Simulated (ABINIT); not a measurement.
# Li3Ta (Fm-3m): zone-centre phonons, part 3 of 4

Which modes does Li3Ta (Fm-3m) have at the zone centre?

ABINIT 10.8.3; DFT PBE, scalar-relativistic, plane waves, PseudoDojo norm-conserving pseudopotentials.

So far. Step 6 (Ground state): The cell stands at -0.32 GPa: the relaxation ran with a smoothed and higher cutoff, and the difference is a stress of the finite basis. Step 7 (Zone-centre response): The acoustic modes at Γ come out as far as 1.9 cm⁻¹ from zero, where they should vanish, a small numerical error. The relaxed cell has a = 6.312 Å (conventional setting).

The structure was built from a prototype and need not be the compound's stable phase.

**8. Modes with the sum rule**

anaddb reads the merged derivatives and imposes the acoustic sum rule.

The input, anaddb.abi:

```
ddb_filepath "gamma_DDB"
output_file "anaddb.abo"
outdata_prefix "anaddb"
asr 1
chneut 1
enunit 2
eivec 1
nph1l 1
qph1l 0.0 0.0 0.0 1.0
```

The input, mrgddb.in:

```
gamma_DDB
merged
2
dfpt_gammao_DDB
gso_DDB
```

On the command line:

```bash
$ mrgddb < mrgddb.in > mrgddb.log
$ OMP_NUM_THREADS=1 anaddb anaddb.abi > anaddb.log
```

anaddb.abo, the main output file:

```text
-outvars_anaddb: echo values of input variables ----------------------

 Miscellaneous information :
      enunit         2
       eivec         1
         asr         1
 First list of wavevector (reduced coord.) :
       nph1l         1
       qph1l
                     0.00000000E+00  0.00000000E+00  0.00000000E+00    1.000E+00

================================================================================

 read the DDB information and perform some checks

  ==== Info on the Cryst% object ====
 Real(R)+Recip(G) space primitive vectors, cartesian coordinates (Bohr,Bohr^-1):
 R(1)= -5.9642569  0.0000000  5.9642569  G(1)= -0.0838327 -0.0838327  0.0838327
 R(2)=  0.0000000  5.9642569  5.9642569  G(2)=  0.0838327  0.0838327  0.0838327
 R(3)= -5.9642569  5.9642569  0.0000000  G(3)= -0.0838327  0.0838327 -0.0838327
 Unit cell volume ucvol=  4.2432539E+02 bohr^3
 Angles (23,13,12)=  6.00000000E+01  6.00000000E+01  6.00000000E+01 degrees
 Time-reversal symmetry is present
 Reduced atomic positions [iatom, xred, symbol]:
    1)    0.0000000  0.0000000  0.0000000  Ta
    2)    0.5000000  0.5000000  0.5000000  Li
    3)    0.7500000  0.7500000  0.7500000  Li
    4)    0.2500000  0.2500000  0.2500000  Li

 DDB file with 3 blocks has been read.

================================================================================

 Treat the first list of vectors

  Phonon wavevector (reduced coordinates) :  0.00000  0.00000  0.00000
 Phonon energies in Hartree :
  -1.670398E-08 -1.659412E-08 -1.626019E-08  1.339529E-03  1.339529E-03
   1.339529E-03  1.795446E-03  1.795446E-03  1.795446E-03  2.005377E-03
   2.005377E-03  2.005377E-03
 Phonon energies in meV     :
- -4.545383E-04 -4.515491E-04 -4.424622E-04  3.645043E+01  3.645043E+01
-  3.645043E+01  4.885657E+01  4.885657E+01  4.885657E+01  5.456909E+01
-  5.456909E+01  5.456909E+01
 Phonon frequencies in cm-1    :
- -3.666099E-03 -3.641989E-03 -3.568699E-03  2.939926E+02  2.939926E+02
-  2.939926E+02  3.940548E+02  3.940548E+02  3.940548E+02  4.401294E+02
-  4.401294E+02  4.401294E+02
 Phonon frequencies in Thz     :
- -1.099069E-04 -1.091841E-04 -1.069869E-04  8.813676E+00  8.813676E+00
-  8.813676E+00  1.181347E+01  1.181347E+01  1.181347E+01  1.319475E+01
-  1.319475E+01  1.319475E+01
 Phonon energies in Kelvin  :
- -5.274698E-03 -5.240010E-03 -5.134561E-03  4.229897E+02  4.229897E+02
-  4.229897E+02  5.669569E+02  5.669569E+02  5.669569E+02  6.332480E+02
-  6.332480E+02  6.332480E+02

 Eigendisplacements
 (will be given, for each mode : in cartesian coordinates
   for each atom the real part of the displacement vector,
   then the imaginary part of the displacement vector - absolute values smaller than 1.0d-7 are set to zero)
  Mode number    1   Energy   -1.670398E-08
 Attention : low frequency mode.
   (Could be unstable or acoustic mode)
-  1  0.00000000E+00  0.00000000E+00 -1.64889087E-03
-     0.00000000E+00  0.00000000E+00  0.00000000E+00
-  2  0.00000000E+00  0.00000000E+00 -1.64887861E-03
-     0.00000000E+00  0.00000000E+00  0.00000000E+00
-  3  0.00000000E+00  0.00000000E+00 -1.64882909E-03
-     0.00000000E+00  0.00000000E+00  0.00000000E+00
-  4  0.00000000E+00  0.00000000E+00 -1.64882909E-03
-     0.00000000E+00  0.00000000E+00  0.00000000E+00
  Mode number    2   Energy   -1.659412E-08
 Attention : low frequency mode.
   (Could be unstable or acoustic mode)
-  1  0.00000000E+00  1.64889087E-03  0.00000000E+00
-     0.00000000E+00  0.00000000E+00  0.00000000E+00
-  2  0.00000000E+00  1.64887861E-03  0.00000000E+00
-     0.00000000E+00  0.00000000E+00  0.00000000E+00
-  3  0.00000000E+00  1.64882909E-03  0.00000000E+00
-     0.00000000E+00  0.00000000E+00  0.00000000E+00
-  4  0.00000000E+00  1.64882909E-03  0.00000000E+00
-     0.00000000E+00  0.00000000E+00  0.00000000E+00
  Mode number    3   Energy   -1.626019E-08
 Attention : low frequency mode.
   (Could be unstable or acoustic mode)
-  1  1.64889087E-03  0.00000000E+00  0.00000000E+00
-     0.00000000E+00  0.00000000E+00  0.00000000E+00
-  2  1.64887861E-03  0.00000000E+00  0.00000000E+00
-     0.00000000E+00  0.00000000E+00  0.00000000E+00
-  3  1.64882909E-03  0.00000000E+00  0.00000000E+00
-     0.00000000E+00  0.00000000E+00  0.00000000E+00
-  4  1.64882909E-03  0.00000000E+00  0.00000000E+00
-     0.00000000E+00  0.00000000E+00  0.00000000E+00
  Mode number    4   Energy    1.339529E-03
-  1  0.00000000E+00  0.00000000E+00 -5.14473854E-04
-     0.00000000E+00  0.00000000E+00  0.00000000E+00
-  2 -2.01827957E-07 -2.33371568E-07  7.31929467E-03
-     0.00000000E+00  0.00000000E+00  0.00000000E+00
-  3  0.00000000E+00  0.00000000E+00  3.04651359E-03
-     0.00000000E+00  0.00000000E+00  0.00000000E+00
-  4  0.00000000E+00  0.00000000E+00  3.04651359E-03
-     0.00000000E+00  0.00000000E+00  0.00000000E+00
  Mode number    5   Energy    1.339529E-03
-  1  0.00000000E+00 -5.14473854E-04  0.00000000E+00
-     0.00000000E+00  0.00000000E+00  0.00000000E+00
-  2 -1.44221478E-07  7.31929467E-03  2.33367591E-07
-     0.00000000E+00  0.00000000E+00  0.00000000E+00
-  3  0.00000000E+00  3.04651359E-03  0.00000000E+00
-     0.00000000E+00  0.00000000E+00  0.00000000E+00
-  4  0.00000000E+00  3.04651359E-03  0.00000000E+00
-     0.00000000E+00  0.00000000E+00  0.00000000E+00
  Mode number    6   Energy    1.339529E-03
-  1  5.14473854E-04  0.00000000E+00  0.00000000E+00
-     0.00000000E+00  0.00000000E+00  0.00000000E+00
-  2 -7.31929467E-03 -1.44215043E-07 -2.01832555E-07
-     0.00000000E+00  0.00000000E+00  0.00000000E+00
-  3 -3.04651359E-03  0.00000000E+00  0.00000000E+00
-     0.00000000E+00  0.00000000E+00  0.00000000E+00
-  4 -3.04651359E-03  0.00000000E+00  0.00000000E+00
-     0.00000000E+00  0.00000000E+00  0.00000000E+00
  Mode number    7   Energy    1.795446E-03
-  1  0.00000000E+00  0.00000000E+00  0.00000000E+00
-     0.00000000E+00  0.00000000E+00  0.00000000E+00
-  2  0.00000000E+00  0.00000000E+00  0.00000000E+00
-     0.00000000E+00  0.00000000E+00  0.00000000E+00
-  3  0.00000000E+00 -1.79237349E-07  6.28628301E-03
-     0.00000000E+00  0.00000000E+00  0.00000000E+00
-  4  0.00000000E+00  1.79237349E-07 -6.28628301E-03
-     0.00000000E+00  0.00000000E+00  0.00000000E+00
  Mode number    8   Energy    1.795446E-03
-  1  0.00000000E+00  0.00000000E+00  0.00000000E+00
-     0.00000000E+00  0.00000000E+00  0.00000000E+00
-  2  0.00000000E+00  0.00000000E+00  0.00000000E+00
-     0.00000000E+00  0.00000000E+00  0.00000000E+00
-  3  2.64753822E-07  6.28628300E-03  1.79234708E-07
-     0.00000000E+00  0.00000000E+00  0.00000000E+00
-  4 -2.64753822E-07 -6.28628300E-03 -1.79234708E-07
-     0.00000000E+00  0.00000000E+00  0.00000000E+00
  Mode number    9   Energy    1.795446E-03
-  1  0.00000000E+00  0.00000000E+00  0.00000000E+00
-     0.00000000E+00  0.00000000E+00  0.00000000E+00
-  2  0.00000000E+00  0.00000000E+00  0.00000000E+00
-     0.00000000E+00  0.00000000E+00  0.00000000E+00
-  3  6.28628300E-03 -2.64752034E-07  0.00000000E+00
-     0.00000000E+00  0.00000000E+00  0.00000000E+00
-  4 -6.28628300E-03  2.64752034E-07  0.00000000E+00
-     0.00000000E+00  0.00000000E+00  0.00000000E+00
  Mode number   10   Energy    2.005377E-03
-  1  0.00000000E+00  0.00000000E+00 -2.19491296E-04
-     0.00000000E+00  0.00000000E+00  0.00000000E+00
-  2  0.00000000E+00  0.00000000E+00 -4.76904948E-03
-     0.00000000E+00  0.00000000E+00  0.00000000E+00
-  3  0.00000000E+00  0.00000000E+00  5.24570983E-03
-     0.00000000E+00  0.00000000E+00  0.00000000E+00
-  4  0.00000000E+00  0.00000000E+00  5.24570983E-03
-     0.00000000E+00  0.00000000E+00  0.00000000E+00
  Mode number   11   Energy    2.005377E-03
-  1  0.00000000E+00  2.19491295E-04  0.00000000E+00
-     0.00000000E+00  0.00000000E+00  0.00000000E+00
-  2  2.24639604E-07  4.76904947E-03  0.00000000E+00
-     0.00000000E+00  0.00000000E+00  0.00000000E+00
-  3 -2.47092043E-07 -5.24570982E-03  0.00000000E+00
-     0.00000000E+00  0.00000000E+00  0.00000000E+00
-  4 -2.47092043E-07 -5.24570982E-03  0.00000000E+00
-     0.00000000E+00  0.00000000E+00  0.00000000E+00
  Mode number   12   Energy    2.005377E-03
-  1  2.19491295E-04  0.00000000E+00  0.00000000E+00
-     0.00000000E+00  0.00000000E+00  0.00000000E+00
-  2  4.76904947E-03 -2.24638776E-07  0.00000000E+00
-     0.00000000E+00  0.00000000E+00  0.00000000E+00
-  3 -5.24570982E-03  2.47091132E-07  0.00000000E+00
-     0.00000000E+00  0.00000000E+00  0.00000000E+00
-  4 -5.24570982E-03  2.47091132E-07  0.00000000E+00
-     0.00000000E+00  0.00000000E+00  0.00000000E+00

 Analysis of degeneracies and characters (maximum tolerance=1.00E-06 a.u.)
 For each vibration mode, or group of modes if degenerate,
 the characters are given for each symmetry operation (see the list in the log file).
 Symmetry characters of vibration mode #   1
       degenerate with vibration modes #   2 to    3
  3.0 -3.0 -1.0  1.0 -1.0  1.0 -1.0  1.0  1.0 -1.0 -1.0  1.0  1.0 -1.0 -1.0  1.0
  0.0 -0.0 -0.0  0.0  0.0 -0.0 -0.0  0.0  1.0 -1.0 -1.0  1.0 -1.0  1.0  1.0 -1.0
  0.0 -0.0  0.0 -0.0 -0.0  0.0 -0.0  0.0  1.0 -1.0  1.0 -1.0 -1.0  1.0 -1.0  1.0
 Symmetry characters of vibration mode #   4
       degenerate with vibration modes #   5 to    6
  3.0 -3.0 -1.0  1.0 -1.0  1.0 -1.0  1.0  1.0 -1.0 -1.0  1.0  1.0 -1.0 -1.0  1.0
 -0.0  0.0  0.0 -0.0 -0.0  0.0  0.0 -0.0  1.0 -1.0 -1.0  1.0 -1.0  1.0  1.0 -1.0
 -0.0  0.0 -0.0  0.0  0.0 -0.0 -0.0  0.0  1.0 -1.0  1.0 -1.0 -1.0  1.0 -1.0  1.0
 Symmetry characters of vibration mode #   7
       degenerate with vibration modes #   8 to    9
  3.0  3.0 -1.0 -1.0 -1.0 -1.0 -1.0 -1.0  1.0  1.0 -1.0 -1.0  1.0  1.0 -1.0 -1.0
  0.0  0.0 -0.0 -0.0  0.0  0.0 -0.0 -0.0  1.0  1.0 -1.0 -1.0 -1.0 -1.0  1.0  1.0
  0.0  0.0  0.0  0.0 -0.0 -0.0 -0.0 -0.0  1.0  1.0  1.0  1.0 -1.0 -1.0 -1.0 -1.0
 Symmetry characters of vibration mode #  10
       degenerate with vibration modes #  11 to   12
  3.0 -3.0 -1.0  1.0 -1.0  1.0 -1.0  1.0  1.0 -1.0 -1.0  1.0  1.0 -1.0 -1.0  1.0
  0.0 -0.0  0.0 -0.0  0.0 -0.0 -0.0  0.0  1.0 -1.0 -1.0  1.0 -1.0  1.0  1.0 -1.0
 -0.0  0.0  0.0 -0.0 -0.0  0.0  0.0 -0.0  1.0 -1.0  1.0 -1.0 -1.0  1.0 -1.0  1.0
-
```

Run time: 0.54 s. Hardware: 1 thread of Arm Neoverse N1, shared host.

Numbers from this step:

```yaml
highest_optical_zone_centre_mode_no_lo_to_term: 440.1 cm⁻¹
```

No LO-TO term; unit eigenvectors of the mass-weighted matrix, from anaddb's displacements. The modes at Γ (shares of kinetic energy by element, %):

| mode | frequency (cm⁻¹) | symmetry | Ta % | Li % |
| --- | --- | --- | --- | --- |
| 1 | 0.0 | acoustic | 90 | 10 |
| 2 | 0.0 | acoustic | 90 | 10 |
| 3 | 0.0 | acoustic | 90 | 10 |
| 4 | 294.0 | T1u | 9 | 91 |
| 5 | 294.0 | T1u | 9 | 91 |
| 6 | 294.0 | T1u | 9 | 91 |
| 7 | 394.1 | T2g | 0 | 100 |
| 8 | 394.1 | T2g | 0 | 100 |
| 9 | 394.1 | T2g | 0 | 100 |
| 10 | 440.1 | T1u | 2 | 98 |
| 11 | 440.1 | T1u | 2 | 98 |
| 12 | 440.1 | T1u | 2 | 98 |

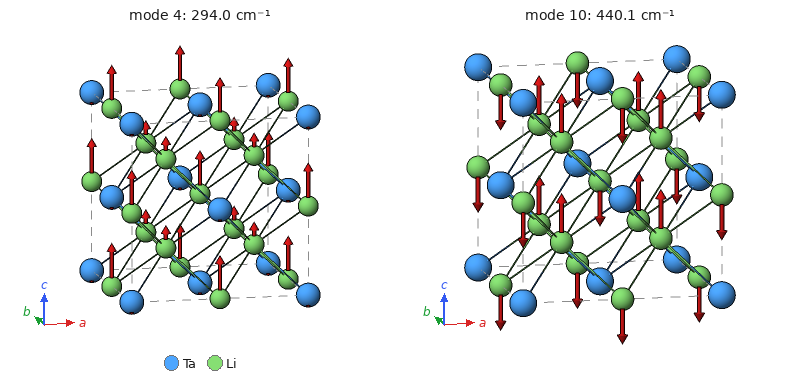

Displacement patterns of modes 4 and 10 at Γ; arrows are exaggerated. Some periodic images of atoms are drawn too.

The rule moves no optical mode by more than 0.1 cm⁻¹.

[end of part 3 of 4]

[Host names and launcher messages were left out of these logs when they were recorded.]

[Logs are printed without paths, hosts, clocks, repeated set-up lines and the standing remarks that a program may print on its own settings, such as how far it seeks lower states.]

[Hosts, paths, dates, database ids (printed as entryN), source tags and the programs' standing remarks are cut or masked in the printed files.]
